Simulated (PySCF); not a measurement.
Si(Cl)2(H)(tBu), SMILES CC(C)(C)[SiH](Cl)Cl at its GFN2-xTB optimised geometry (Å):

```
17

Si     0.2780    -1.4238     0.0000
Cl    -0.3803    -2.3904     1.6472
Cl     2.2981    -1.4238     0.0000
C     -0.3752     0.3859     0.0000
C      0.1174     1.1195    -1.2514
C      0.1194     1.1399     1.2399
C     -1.9071     0.3888     0.0004
H     -0.1767    -2.1622    -1.1728
H     -0.2518     2.1439    -1.2540
H      1.2041     1.1501    -1.2822
H     -0.2366     0.6288    -2.1554
H     -0.2563     2.1622     1.2299
H      1.2065     1.1792     1.2644
H     -0.2289     0.6604     2.1525
H     -2.2981    -0.1179    -0.8792
H     -2.2792     1.4122    -0.0035
H     -2.2968    -0.1109     0.8843
```

Level of theory: B3LYP/def2-SVP in PySCF. Cells within 0.4 Å of a nucleus heavier than hydrogen are left out (blank, or x).

Map of the electron localisation function on the plane z = 1.2 Å:

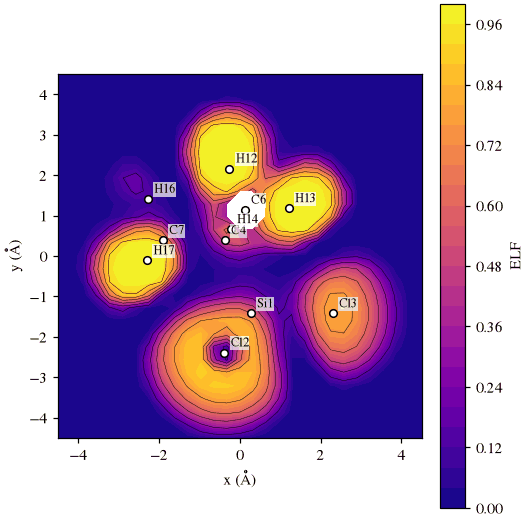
Electron localisation function on the plane z = 1.2 Å.
